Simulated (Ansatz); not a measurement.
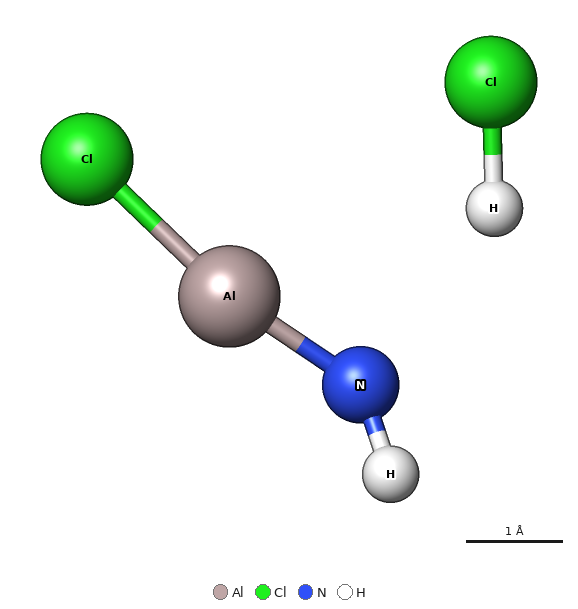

Figure 1. The input geometry (ball-and-stick view, seen on its broad side). Sticks mark near contacts.

# Geometry relaxation of AlNH2Cl2

AlNH2Cl2, computed with RKS PBE0-D4/def2-SVP (Ansatz 0.2.0).

It belongs to a series of runs on one base structure; here: end point B relaxed.

Input file
```yaml
crystal:
  periodic: [false, false, false]
  atoms:
    - { symbol: Al, position_ang: [-0.025975, 1.109037, 0.491917] }
    - { symbol: Cl, position_ang: [1.49999, -1.653332, -1.077659] }
    - { symbol: "N", position_ang: [-1.212945, -0.019787, 0.265163] }
    - { symbol: H, position_ang: [0.231632, -1.515792, -0.739239] }
    - { symbol: Cl, position_ang: [1.586417, 2.390333, 0.357765] }
    - { symbol: H, position_ang: [-2.079119, -0.310459, 0.701952] }
basis:
  gaussian: { orbitals: def2-SVP }
hamiltonian:
  xc: pbe0
  dispersion: d4
relax:
  f_tol: 0.03
  max_steps: 50
output:
  orbitals: {}
```

Run as:
```bash
ansatz run input.yaml --threads 2 --pin off --max-ram 3072MiB --backend cpu --events-out ev --progress --plain --runs-dir out
```

Log
```
The last accepted step is kept in [file] (removed where the run ends without a failure and the disk answers)
Engine: ansatz 0.2.0, aarch64-unknown-linux-gnu
Functional definition: PBE0
  parameter a = 0.25
  parameter kappa = 0.804
  parameter beta = 0.06672455060314922
  exchange = (1 - a)*pbe_x(kappa = kappa, mu = beta*pi^2/3) + a*exact_x
  correlation = pbe_c(beta = beta)
780 factors; integrals over basis functions are off by at most 3.0e-4 eV
mean field evaluation 1: about -33130.3827 eV, gradient 6.8e1 eV
mean field evaluation 2: about -33052.5120 eV, gradient 1.4e2 eV
mean field evaluation 4: about -33140.9283 eV, gradient 9.8e0 eV
mean field evaluation 8: about -33141.1828 eV, gradient 3.6e-1 eV
mean field evaluation 16: about -33141.1832 eV, gradient 1.3e-5 eV
mean field -33141.18317398 eV, -1217.9160177431 hartree, gradient 1.3e-5 eV, S^2 0.000000; 0 other end points of the search recorded, 0 dependent functions left out
the calculation of the forces begins
reference -33141.18319989 eV, -1217.9160186951 hartree; 28, 28 occupied and 50, 50 virtual orbitals, 780 factors
relax step   1: F+E_penalty+E_count = -33141.30936466 eV  Δ(F+E_penalty+E_count) = +0.000e0 eV  max|allowed force component| = 5.093e-1 eV/Å  Δτ_max = 0.0000 Å  (28 SCF iters, accepted)
these checks for a lower state are left out or cut short: starts, cluster_reference, orbital_swaps, neighbouring_geometries, increment
780 factors; integrals over basis functions are off by at most 3.4e-4 eV
mean field -33141.34445730 eV, -1217.9219447958 hartree, gradient 2.5e-5 eV, S^2 0.000000; 0 other end points of the search recorded, 0 dependent functions left out
[... from here on the field's lines of each further geometry are left out, up to the last ...]
relax step   2: F+E_penalty+E_count = -33141.47645113 eV  Δ(F+E_penalty+E_count) = -1.671e-1 eV  max|allowed force component| = 5.318e-1 eV/Å  Δτ_max = 0.1950 Å  (30 SCF iters, accepted)
relax step   3: F+E_penalty+E_count = -33141.68620111 eV  Δ(F+E_penalty+E_count) = -2.097e-1 eV  max|allowed force component| = 1.226e0 eV/Å  Δτ_max = 0.1991 Å  (30 SCF iters, accepted)
relax step   4: F+E_penalty+E_count = -33141.97242358 eV  Δ(F+E_penalty+E_count) = -2.862e-1 eV  max|allowed force component| = 1.769e0 eV/Å  Δτ_max = 0.1949 Å  (30 SCF iters, accepted)
relax step   5: F+E_penalty+E_count = -33142.21639194 eV  Δ(F+E_penalty+E_count) = -2.440e-1 eV  max|allowed force component| = 2.201e0 eV/Å  Δτ_max = 0.1003 Å  (29 SCF iters, accepted)
relax step   6: F+E_penalty+E_count = -33142.48496619 eV  Δ(F+E_penalty+E_count) = -2.686e-1 eV  max|allowed force component| = 2.654e0 eV/Å  Δτ_max = 0.0820 Å  (29 SCF iters, accepted)
relax step   7: F+E_penalty+E_count = -33142.81356762 eV  Δ(F+E_penalty+E_count) = -3.286e-1 eV  max|allowed force component| = 3.098e0 eV/Å  Δτ_max = 0.0762 Å  (29 SCF iters, accepted)
relax step   8: F+E_penalty+E_count = -33143.90274955 eV  Δ(F+E_penalty+E_count) = -1.089e0 eV  max|allowed force component| = 3.559e0 eV/Å  Δτ_max = 0.1985 Å  (29 SCF iters, accepted)
relax step   9: F+E_penalty+E_count = -33144.57727639 eV  Δ(F+E_penalty+E_count) = -6.745e-1 eV  max|allowed force component| = 3.000e0 eV/Å  Δτ_max = 0.1387 Å  (28 SCF iters, accepted)
relax step  10: F+E_penalty+E_count = -33145.08771848 eV  Δ(F+E_penalty+E_count) = -5.104e-1 eV  max|allowed force component| = 3.244e0 eV/Å  Δτ_max = 0.1948 Å  (28 SCF iters, accepted)
relax step  11: F+E_penalty+E_count = -33145.49218238 eV  Δ(F+E_penalty+E_count) = -4.045e-1 eV  max|allowed force component| = 1.483e0 eV/Å  Δτ_max = 0.1990 Å  (26 SCF iters, accepted)
relax step  12: F+E_penalty+E_count = -33145.69596692 eV  Δ(F+E_penalty+E_count) = -2.038e-1 eV  max|allowed force component| = 1.245e0 eV/Å  Δτ_max = 0.2000 Å  (26 SCF iters, accepted)
relax step  13: F+E_penalty+E_count = -33145.72139646 eV  Δ(F+E_penalty+E_count) = -2.543e-2 eV  max|allowed force component| = 6.447e-1 eV/Å  Δτ_max = 0.2000 Å  (27 SCF iters, accepted)
relax step  14: F+E_penalty+E_count = -33145.81659574 eV  Δ(F+E_penalty+E_count) = -9.520e-2 eV  max|allowed force component| = 1.017e-1 eV/Å  Δτ_max = 0.1692 Å  (27 SCF iters, accepted)
the calculation of the forces begins
reference -33145.69168861 eV, -1218.0817025995 hartree; 28, 28 occupied and 50, 50 virtual orbitals, 777 factors
relax step  15: F+E_penalty+E_count = -33145.81707630 eV  Δ(F+E_penalty+E_count) = -4.806e-4 eV  max|allowed force component| = 1.473e-2 eV/Å  Δτ_max = 0.0176 Å  (29 SCF iters, accepted)
777 factors; integrals over basis functions are off by at most 1.2e-3 eV
mean field evaluation 128: about -33145.6917 eV, gradient 5.6e-3 eV
```

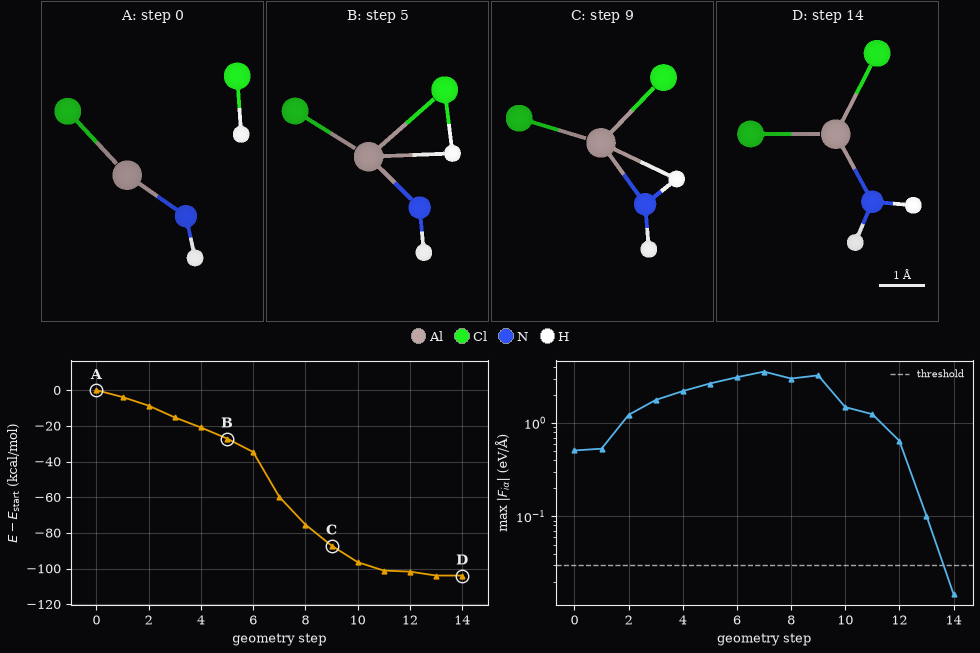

Figure 2. Frames of the relaxation (ball-and-stick view, seen at a tilt) above the curves, on which the letters mark them (the first geometry is step 0 here and step 1 in the log).

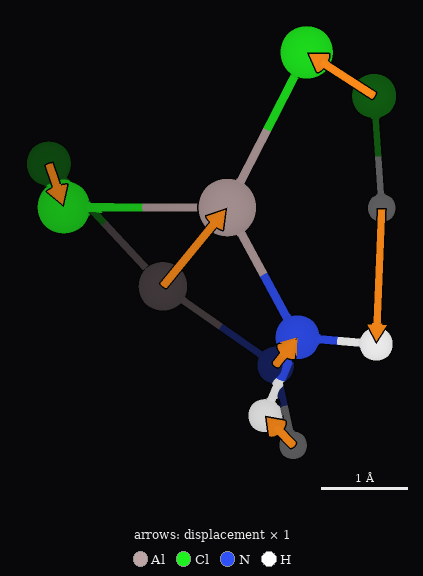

Figure 3. Start (faint) and end (solid) with the displacements as orange arrows, at true length (ball-and-stick view, seen at a tilt). The two geometries are laid on each other by the best rigid fit. The atom that moves furthest after the best rigid fit is H4 (1.59 Å). Largest moves by element: H 1.59 Å, Al 1.23 Å, Cl 1.01 Å, N 0.48 Å. Distances before and after: Cl2–H4 1.320 → 3.515 Å, Al1–Cl2 3.525 → 2.091 Å, N3–H4 2.309 → 1.013 Å, Al1–N3 1.654 → 1.752 Å. New bonds form: Al1–Cl2 (3.52 → 2.09 Å), N3–H4 (2.31 → 1.01 Å). Bonds break: Cl2–H4 (1.32 → 3.51 Å). Among the angles that change: N3–Al1–Cl5 167.3° → 120.1°, Al1–N3–H6 138.7° → 124.7°. The energy falls by 104.0 kcal/mol in 14 geometry steps. Largest force component: 0.51 eV/Å at the start, 0.015 eV/Å at the end. (Atoms are counted from 1 in the order of the input.)

```
mean field -33145.69166330 eV, -1218.0817016694 hartree, gradient 1.1e-5 eV, S^2 0.000000; 1 other end points of the search recorded, 0 dependent functions left out
the calculation of the forces begins
reference -33145.69168861 eV, -1218.0817025995 hartree; 28, 28 occupied and 50, 50 virtual orbitals, 777 factors
Total energy: -33145.81710161 eV, -1218.0863114425 hartree
Atom 0 at     0.654468     0.269686    -0.118602 Å, force     0.004278     0.008027     0.001588 eV/Å
Atom 1 at     2.115145    -0.893005    -1.061281 Å, force    -0.000752     0.000129     0.002009 eV/Å
Atom 2 at    -0.943394    -0.388214     0.170727 Å, force     0.014731    -0.005141    -0.006278 eV/Å
Atom 3 at    -1.232823    -1.325539    -0.082966 Å, force    -0.009671    -0.005127    -0.002710 eV/Å
Atom 4 at     1.109251     2.222157     0.477662 Å, force     0.000829    -0.001214    -0.002543 eV/Å
Atom 5 at    -1.702648     0.114915     0.614359 Å, force    -0.009416     0.003325     0.007934 eV/Å
Dipole moment:    -0.495382    -0.205186     0.089494 e Å
```

Trajectory as extended XYZ (Å, eV, eV/Å), 15 frames, from step=1 to step=15
```
6
Properties=species:S:1:pos:R:3:forces:R:3 step=1 energy=-33141.30937
Al   -0.0260    1.1090    0.4919    0.0417  -0.1802  -0.0709
Cl    1.5000   -1.6533   -1.0777   -0.5093   0.1598   0.1667
N    -1.2129   -0.0198    0.2652    0.1649  -0.2756  -0.1334
H     0.2316   -1.5158   -0.7392    0.2408   0.1754   0.0460
Cl    1.5864    2.3903    0.3578    0.0384   0.0644   0.0065
H    -2.0791   -0.3105    0.7020    0.0235   0.0562  -0.0148
6
Properties=species:S:1:pos:R:3:forces:R:3 step=2 energy=-33141.47645
Al    0.0210    1.0383    0.4487    0.3659  -0.0482  -0.1826
Cl    1.3978   -1.5502   -1.0250    0.2202   0.1239  -0.0312
N    -1.1195   -0.1474    0.2620   -0.4420  -0.5063   0.0154
H     0.1555   -1.3662   -0.6400   -0.5318   0.2699   0.3046
Cl    1.6032    2.3650    0.3327   -0.0453   0.0343   0.0590
H    -2.0581   -0.3395    0.6214    0.4330   0.1263  -0.1651
6
Properties=species:S:1:pos:R:3:forces:R:3 step=3 energy=-33141.68620
Al    0.0905    0.9297    0.3916    0.6912  -0.1542  -0.3936
Cl    1.3295   -1.3728   -0.9657    0.8762   0.1850  -0.1826
N    -1.0916   -0.2240    0.2260   -0.4076  -0.5581   0.0197
H     0.0800   -1.2808   -0.5365   -1.2255   0.3531   0.5041
Cl    1.6255    2.3144    0.3046   -0.0649   0.1060   0.1126
H    -2.0339   -0.3665    0.5799    0.1305   0.0683  -0.0602
6
Properties=species:S:1:pos:R:3:forces:R:3 step=4 energy=-33141.97242
Al    0.1618    0.8025    0.3164    0.8329  -0.3159  -0.5237
Cl    1.3296   -1.1939   -0.8884    1.1132   0.3364  -0.1977
N    -1.1034   -0.2869    0.2253   -0.2556  -0.5035  -0.0128
H     0.0277   -1.2323   -0.5142   -1.7695   0.2828   0.6846
Cl    1.6376    2.2576    0.2767   -0.0832   0.2169   0.1666
H    -2.0532   -0.3469    0.5841    0.1623  -0.0167  -0.1170
6
Properties=species:S:1:pos:R:3:forces:R:3 step=5 energy=-33142.21639
Al    0.2281    0.7532    0.2595    0.8825  -0.3298  -0.5448
Cl    1.2898   -1.1824   -0.9004    1.4285   0.4105  -0.2792
N    -1.0604   -0.3280    0.2507   -0.1757  -0.4650  -0.1368
H    -0.0297   -1.2368   -0.4639   -2.2007   0.4969   0.9222
Cl    1.6091    2.3127    0.3130   -0.1948   0.0163   0.1220
H    -2.0369   -0.3188    0.5411    0.2602  -0.1290  -0.0834
6
Properties=species:S:1:pos:R:3:forces:R:3 step=6 energy=-33142.48497
Al    0.2701    0.7201    0.1974    0.8513  -0.4102  -0.4582
Cl    1.2875   -1.1826   -0.8782    1.5782   0.4542  -0.3564
N    -1.0474   -0.3370    0.2326    0.3035  -0.4713  -0.3205
H    -0.0873   -1.1995   -0.4472   -2.6539   0.6228   1.1785
Cl    1.5863    2.3259    0.3402   -0.1674   0.0288   0.0819
H    -2.0093   -0.3268    0.5552    0.0882  -0.2243  -0.1252
6
Properties=species:S:1:pos:R:3:forces:R:3 step=7 energy=-33142.81357
Al    0.3137    0.6938    0.1653    0.8667  -0.4807  -0.4938
Cl    1.2815   -1.1711   -0.8833    1.7710   0.4579  -0.4182
N    -1.0270   -0.3431    0.2232    0.5902  -0.6115  -0.4413
H    -0.1471   -1.1859   -0.4020   -3.0979   0.9167   1.4006
Cl    1.5678    2.3409    0.3575   -0.1584   0.0359   0.0743
H    -1.9889   -0.3346    0.5392    0.0284  -0.3183  -0.1216
6
Properties=species:S:1:pos:R:3:forces:R:3 step=8 energy=-33143.90275
Al    0.3985    0.6286    0.1082    0.8764  -0.2664  -0.4162
Cl    1.3248   -1.1167   -0.8793    2.1101   0.3351  -0.5825
N    -0.9986   -0.3659    0.2014    0.6214  -0.0684  -0.2226
H    -0.3127   -1.1192   -0.3152   -3.5587   0.5407   1.3950
Cl    1.5498    2.3449    0.3674   -0.2669  -0.0157   0.0887
H    -1.9618   -0.3717    0.5173    0.2178  -0.5253  -0.2625
6
Properties=species:S:1:pos:R:3:forces:R:3 step=9 energy=-33144.57728
Al    0.4541    0.5725    0.0650    0.7711  -0.4615  -0.4277
Cl    1.4583   -1.1123   -0.9167    0.9134   0.6411  -0.0686
N    -1.0047   -0.3426    0.2147    1.4561  -0.4425  -0.6822
H    -0.4363   -1.1463   -0.2937   -2.9999   0.8015   1.3421
Cl    1.4879    2.3486    0.3897   -0.1952   0.0041   0.0679
H    -1.9593   -0.3200    0.5409    0.0545  -0.5426  -0.2314
6
Properties=species:S:1:pos:R:3:forces:R:3 step=10 energy=-33145.08772
Al    0.5217    0.5229    0.0229    0.3627  -0.2933  -0.2267
Cl    1.5636   -1.0774   -0.9381    0.6646   0.4005  -0.0755
N    -0.9797   -0.3459    0.2028   -1.0888   3.2436   1.6199
H    -0.6180   -1.1294   -0.2256   -0.2177  -3.0889  -1.1214
Cl    1.4529    2.3509    0.4027   -0.2185  -0.0855   0.0415
H    -1.9405   -0.3211    0.5352    0.4976  -0.1765  -0.2378
6
Properties=species:S:1:pos:R:3:forces:R:3 step=11 energy=-33145.49218
Al    0.5976    0.4254   -0.0376   -0.9721   0.6238   0.5383
Cl    1.7410   -1.0023   -0.9747    0.7741  -0.4642  -0.4315
N    -0.9944   -0.3032    0.2133    1.4832  -0.5983  -0.6907
H    -0.7828   -1.2370   -0.1959   -0.9862   0.5357   0.5091
Cl    1.3652    2.3222    0.4239   -0.1420  -0.1956  -0.0222
H    -1.9266   -0.2050    0.5709   -0.1570   0.0986   0.0970
6
Properties=species:S:1:pos:R:3:forces:R:3 step=12 energy=-33145.69597
Al    0.5970    0.3612   -0.0613    0.6122   0.6454   0.0051
Cl    1.9109   -0.9375   -1.0297    0.1872  -0.1060  -0.0842
N    -0.9603   -0.3254    0.2193   -0.4892  -1.2452  -0.3036
H    -0.9599   -1.3016   -0.1292   -0.3172   0.6849   0.3384
Cl    1.2906    2.2774    0.4387   -0.1512  -0.1326   0.0002
H    -1.8782   -0.0742    0.5621    0.1583   0.1535   0.0441
6
Properties=species:S:1:pos:R:3:forces:R:3 step=13 energy=-33145.72140
Al    0.5908    0.3653   -0.2483    0.3749  -0.1260   0.6447
Cl    2.0414   -0.9549   -0.9853   -0.0033   0.1276  -0.2230
N    -0.9287   -0.3687    0.2009   -0.2023  -0.2188  -0.3132
H    -1.1228   -1.3121   -0.1287   -0.1158   0.1209   0.1340
Cl    1.1577    2.2332    0.5093   -0.0581   0.0521  -0.2175
H    -1.7385    0.0373    0.6519    0.0045   0.0442  -0.0251
6
Properties=species:S:1:pos:R:3:forces:R:3 step=14 energy=-33145.81660
Al    0.6539    0.2775   -0.1181    0.0321   0.0061   0.0014
Cl    2.1024   -0.9036   -1.0555    0.0239   0.0095  -0.0088
N    -0.9400   -0.3845    0.1701   -0.1017  -0.0359   0.0208
H    -1.2218   -1.3219   -0.0943    0.0019   0.0125   0.0047
Cl    1.1110    2.2291    0.4758    0.0105   0.0077  -0.0031
H    -1.7055    0.1035    0.6219    0.0333   0.0001  -0.0150
6
Properties=species:S:1:pos:R:3:forces:R:3 step=15 energy=-33145.81708
Al    0.6545    0.2697   -0.1186    0.0043   0.0080   0.0016
Cl    2.1151   -0.8930   -1.0613   -0.0008   0.0001   0.0020
N    -0.9434   -0.3882    0.1707    0.0147  -0.0051  -0.0063
H    -1.2328   -1.3255   -0.0830   -0.0097  -0.0051  -0.0027
Cl    1.1093    2.2222    0.4777    0.0008  -0.0012  -0.0025
H    -1.7026    0.1149    0.6144   -0.0094   0.0033   0.0079
```

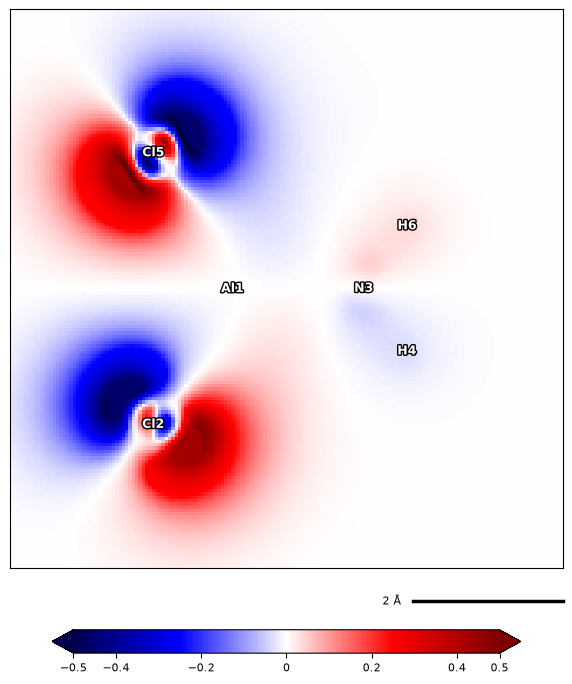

Figure 4. One frontier orbital on the molecular plane (values in Å⁻³ᐟ²; the overall sign is arbitrary). The HOMO−1, at −8.98 eV.

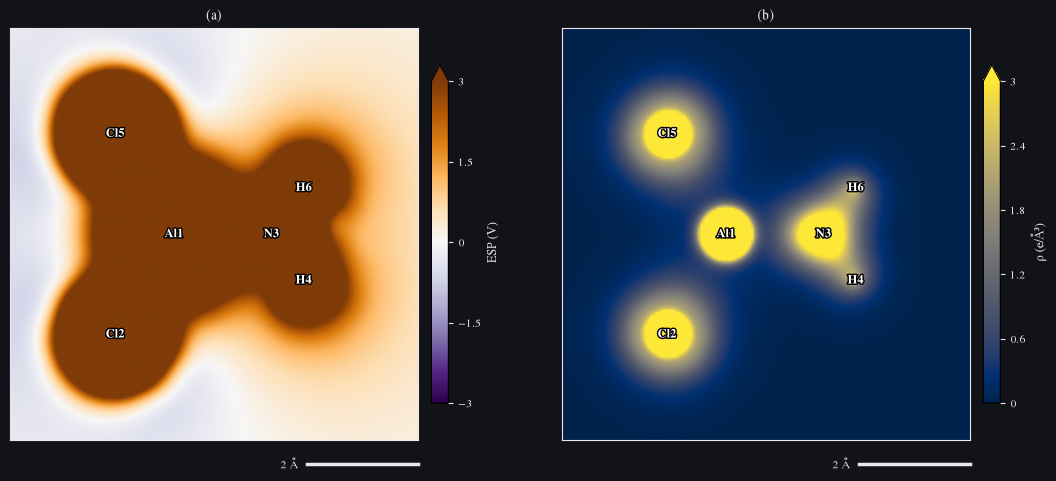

Figure 5. (a) molecular electrostatic potential; (b) electron density on the molecular plane. The section cuts through Al, Cl, N and H sites. Al–N (1.75 Å): ρ at the midpoint is about 0.86 e/Å³. Al–Cl (2.09 Å): ρ is about 0.71 e/Å³ halfway.

Summary

| quantity | value |
| --- | --- |
| outcome | converged |
| total energy | −33145.8171 eV |
| mean-field energy | −33145.6917 eV |
| largest force (length of the vector) at the end | 0.017 eV/Å |
| hardware | 2 threads of Arm Neoverse V2, 24 GiB of memory available, shared host |
| wall time | 20 s (CPU time 38 s) |
| peak memory | 0.17 GiB |
